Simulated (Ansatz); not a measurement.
**CH₂Al (quartet): trial inputs and their diagnosis at distance Al1–C2 = 3.571 Å**

3 inputs are run for CH₂Al (quartet) as typed; the log has to tell whether the result can be used and what must change.

Method: the settings change from run to run; program: Ansatz 0.2.0, Gaussian basis.

18 further runs of the same task are left out: 15 that didn't finish, 3 set aside as unsound or not needed.

## (1) What is computed

The geometry derives from a PBE0/def2-TZVP stationary point (not a proven minimum). One bond is set to the value named and the two fragments are kept rigid.

4 atoms, charge 0, spin multiplicity 4.

Atoms are counted from 1 here; the program's logs count them from 0.

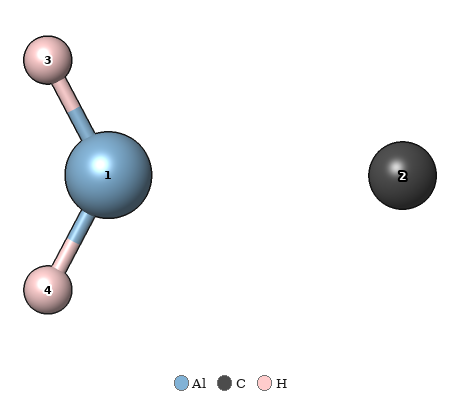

The geometry (aluminium light blue, carbon dark grey, hydrogen pink); atoms are numbered from 1 in the order of the file.

## (2) Attempt 1

The input, in.yaml:

```yaml
crystal:
  periodic: [false, false, false]
  atoms:
    - {symbol: Al, position_ang: [0.000000, 0.000000, 1.009766]}
    - {symbol: C, position_ang: [0.000000, 0.000000, -2.561234]}
    - {symbol: H, position_ang: [0.000000, 1.398998, 1.744740]}
    - {symbol: H, position_ang: [0.000000, -1.398998, 1.744740]}
basis:
  gaussian: {orbitals: 6-31G}
magnetization: {spin_polarized: false, initial_magnetization: 3}
correlation: {method: sc_nevpt2, electrons: outside_noble_gas, active_space: {window: {electrons: 5, orbitals: 5}, places: [1, 2]}}
scf: {lower_state_search: off}
```

Started as:

```
> ansatz run in.yaml --threads 1 --pin off --events-out ev --progress --plain --max-ram 2393MiB
```

Output:

```text
Error: invalid value for `correlation.active_space`: name one of window, places and ras
```

Run time: 0.03 s. Hardware: 1 thread of Arm Neoverse N1, shared host.

**Diagnosis.** The run was refused. The active space is defined twice. Fix: keep one definition.

## (3) Attempt 2

The input, in.yaml:

```yaml
crystal:
  periodic: [false, false, false]
  atoms:
    - {symbol: Al, position_ang: [0.000000, 0.000000, 1.009766]}
    - {symbol: C, position_ang: [0.000000, 0.000000, -2.561234]}
    - {symbol: H, position_ang: [0.000000, 1.398998, 1.744740]}
    - {symbol: H, position_ang: [0.000000, -1.398998, 1.744740]}
basis:
  gaussian: {orbitals: 6-31G}
magnetization: {spin_polarized: false, initial_magnetization: 3}
correlation: {active_space: {ras: {orbitals: [3, 3, 14], electrons: 29, max_holes: 2, max_particles: 2}, fixed_orbitals: true}}
scf: {lower_state_search: off}
```

Launched as before.

Output:

```text
Functional definition: HF
  name "HF"
  cite "Fock, Z. Phys. 61, 126 (1930) doi:10.1007/BF01340294"
  parent pbe
  exchange = exact_x
  correlation = 0
these checks for a lower state are left out or cut short: stability, starts, cluster_reference, orbital_swaps, neighbouring_geometries, increment
329 factors; integrals over basis functions are off by at most 1.6e-4 eV
mean field evaluation 1: about -7635.7808 eV, gradient 8.8e0 eV
mean field evaluation 2: about -7635.7964 eV, gradient 8.8e0 eV
mean field evaluation 4: about -7636.9667 eV, gradient 3.1e0 eV
mean field evaluation 8: about -7637.3685 eV, gradient 2.6e-1 eV
mean field evaluation 16: about -7637.3698 eV, gradient 2.2e-6 eV
mean field -7637.36976542 eV, -280.6681620839 hartree, gradient 2.2e-6 eV, S^2 3.750000; 0 other end points of the search recorded, 0 dependent functions left out
reference -7637.36976542 eV, -280.6681620839 hartree; 12, 9 occupied and 14, 17 virtual orbitals, 329 factors
Error: 29 electrons in 20 orbitals form no window around the highest filled level of the reference
```

It took 0.21 s on 1 thread of Arm Neoverse N1, shared host.

What is wrong: The run stopped with an error. The electron count of the restricted space is wrong. To mend it, count the correlated electrons again.

## (4) Attempt 3

The input, in.yaml:

```yaml
crystal:
  periodic: [false, false, false]
  atoms:
    - {symbol: Al, position_ang: [0.000000, 0.000000, 1.009766]}
    - {symbol: C, position_ang: [0.000000, 0.000000, -2.561234]}
    - {symbol: H, position_ang: [0.000000, 1.398998, 1.744740]}
    - {symbol: H, position_ang: [0.000000, -1.398998, 1.744740]}
basis:
  gaussian: {orbitals: 6-31G}
magnetization: {spin_polarized: false, initial_magnetization: 3}
correlation: {method: sc_nevpt2, electrons: outside_noble_gas}
scf: {lower_state_search: off}
```

Launched as before.

Output:

```text
Error: this correlation method needs an active space: name one as the reference
```

Run time: 0.03 s. Hardware: 1 thread of Arm Neoverse N1, shared host.

Diagnosis: The run was refused. This method needs an active space and has none. Cure: add an active_space block.

## (5) How the runs ended

```
attempt              level                ended                                                cause    time
      1  NEVPT2(5,5)/6-31G              refused                    the active space is defined twice  0.03 s
      2         CISD/6-31G  stopped by an error  the electron count of the restricted space is wrong  0.21 s
      3  'sc_nevpt2'/6-31G              refused       this method needs an active space and has none  0.03 s
```

2 refused, 1 stopped by an error.
